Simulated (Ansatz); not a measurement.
# BH3···C2H4: what the fields show

Input

```
crystal:
  periodic: [false, false, false]
  atoms:
    - { symbol: B, position_ang: [0.4146, -0.9419, 0.1911] }
    - { symbol: H, position_ang: [-0.8298, -1.1066, 0.0425] }
    - { symbol: H, position_ang: [0.9213, -1.4785, -0.7214] }
    - { symbol: H, position_ang: [0.6464, -1.2071, 1.3092] }
    - { symbol: C, position_ang: [0.5428, 0.8137, -0.0318] }
    - { symbol: C, position_ang: [-0.8246, 0.4132, -0.1773] }
    - { symbol: H, position_ang: [1.0902, 1.1002, -0.913] }
    - { symbol: H, position_ang: [0.8236, 1.3456, 0.8613] }
    - { symbol: H, position_ang: [-1.2587, 0.4001, -1.1672] }
    - { symbol: H, position_ang: [-1.5257, 0.6612, 0.6066] }
basis:
  gaussian: { orbitals: def2-SVP }
hamiltonian:
  xc: b3lyp
relax:
  f_tol: 0.15
  max_steps: 25
  restrain:
    - { distance: [0, 4], at: 2.9, k: 30.0 }
    - { distance: [1, 5], at: 2.37, k: 30.0 }
    - { distance: [0, 1], at: 1.15, k: 30.0 }
output:
  orbitals: {}
```

Launched as:

```sh
ansatz run input.yaml --threads 2 --pin off --max-ram 3072MiB --backend cpu --events-out ev --progress --plain --runs-dir out
```

The fields are those of the run's last geometry, not of the input's.

Not at a stationary point (largest force 0.8 eV/Å).

All numbers below come from Ansatz 0.2.0, RKS B3LYP/def2-SVP.

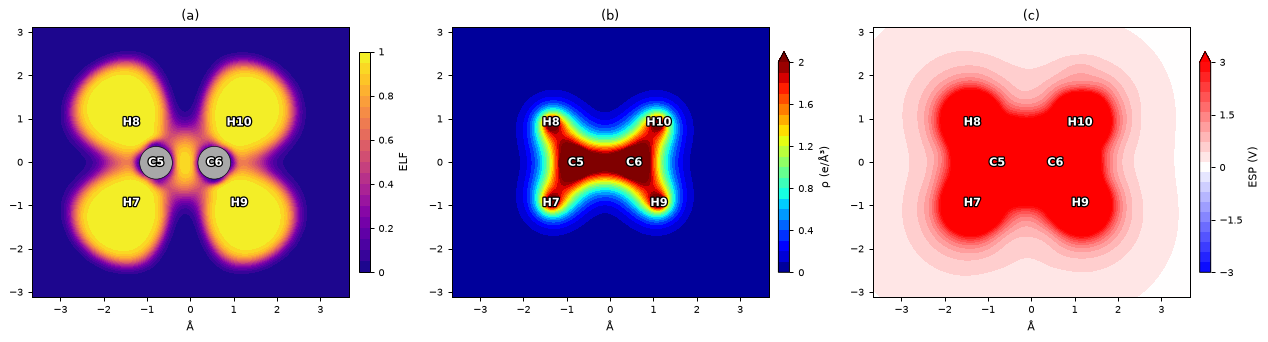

Figure 1. (a) ELF; (b) electron density; (c) molecular electrostatic potential on the plane of atoms C5, C6 and H9. Grey discs cover the atomic cores in the ELF map.

Q: Interpret the plot.

A: Atoms in the plane: C and H. C–C (1.35 Å): the density is about 2.3 e/Å³ at the midpoint; the ELF peaks at about 0.95 between the atoms: a multiple bond. C–H (1.09 Å): the density is about 2 e/Å³ at the midpoint; the ELF climbs to about 1 towards the hydrogen, as it does in any bond to H (a covalent bond by its length). The potential has no marked negative region in this plane.

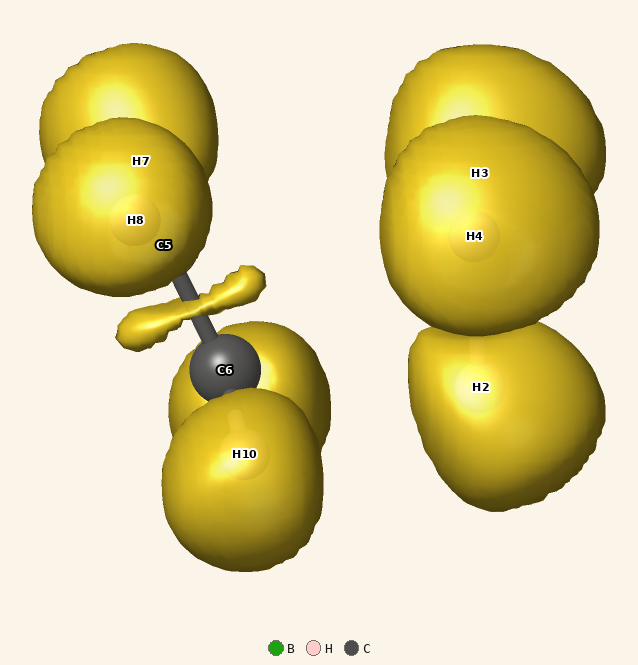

Figure 2. Isosurface of the ELF at 0.9 (yellow), seen at a tilt. Core shells and regions of very low density are left out.

Q: What do the ELF domains correspond to?

A: The ELF exceeds this value in one region between bonded C–C atoms (shared pairs) and seven regions around hydrogen nuclei.


C6···B1 (2.52 Å): the ELF peaks at about 0.65 in the valence shell of C, 0.8 Å from its nucleus, and is about 0.20 at the midpoint.

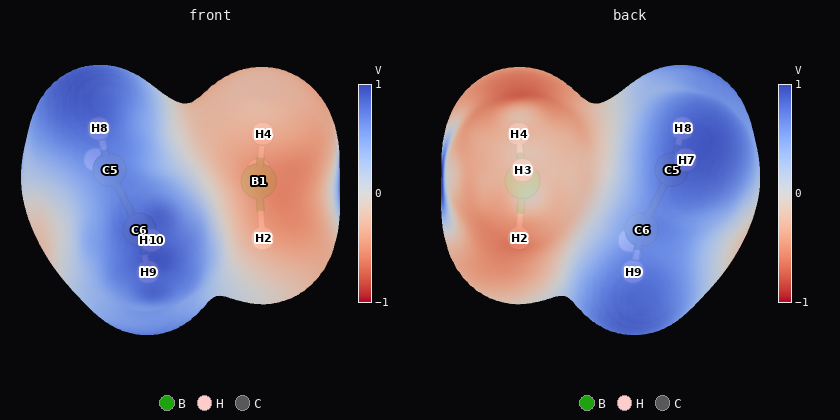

Figure 3. The molecular electrostatic potential painted on the density surface at 0.002 e/bohr³, seen from the front and from behind; red is negative and blue positive.

Q: Where is the surface potential most negative and most positive?

A: The most negative region (about −0.7 V, or −16 kcal/mol for a unit charge) lies over H3, the most positive (about +1.0 V, or +23 kcal/mol for a unit charge) over B1, H7, H8 and H10.
